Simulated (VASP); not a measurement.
Energy against volume of KF (rock salt). Computed with r2SCAN meta-GGA, VASP's PBE PAW potentials (set 64) (plane waves; VASP 6.6.1).

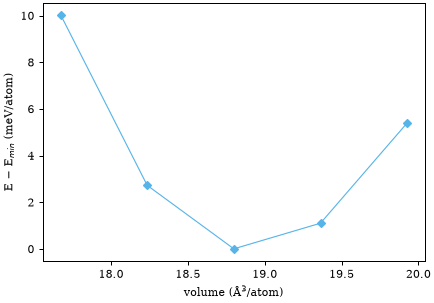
Energy against volume

Estimate the equilibrium volume and the bulk modulus.

The minimum lies near 18.9 Å³/atom, and the curvature gives B0 of about 35 GPa.

The compound is KF in the rock salt structure. It was relaxed first.
